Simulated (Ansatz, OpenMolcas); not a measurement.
**How basis sets differ on SiH2 (SMILES [SiH2])**

SiH2 has 3 atoms, charge 0, and is taken as a singlet. SMILES: `[SiH2]`. The shape is that of a PBE0-D4/def2-TZVP optimisation.

```xyz
3

Si   -0.4912    0.4686   -0.2136
H     0.8403    0.5786    0.5225
H    -0.3491   -1.0472   -0.3089
```

Each level gives the electronic atomisation energy (eV). The values are calculated. Electronic energies at fixed atoms, without zero-point motion or spin-orbit coupling.

| level | kind | program | value (eV) | CPU time (all runs) |
| --- | --- | --- | --- | --- |
| B3LYP/3-21G | global hybrid | Ansatz | 6.16 | 1.7 s |
| B3LYP/6-31G* (spherical functions) | global hybrid | OpenMolcas | 6.56 | 6.9 s |
| B3LYP/6-31G* (Cartesian functions) | global hybrid | OpenMolcas | 6.55 | 9.4 s |
| B3LYP/cc-pVDZ | global hybrid | Ansatz | 6.50 | 2.3 s |
| B3LYP/aug-cc-pVTZ | global hybrid | OpenMolcas | 6.63 | 34 s |

The values span 6.16 to 6.63 eV. Without the sets that lack polarisation functions the rows with a basis span only 6.50 to 6.63 eV. Times are those of the runs behind each value, whatever else they computed, on shared processors of several kinds: orders of magnitude only.

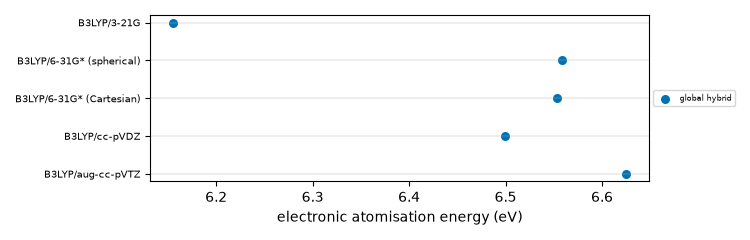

The values of the table, level by level.
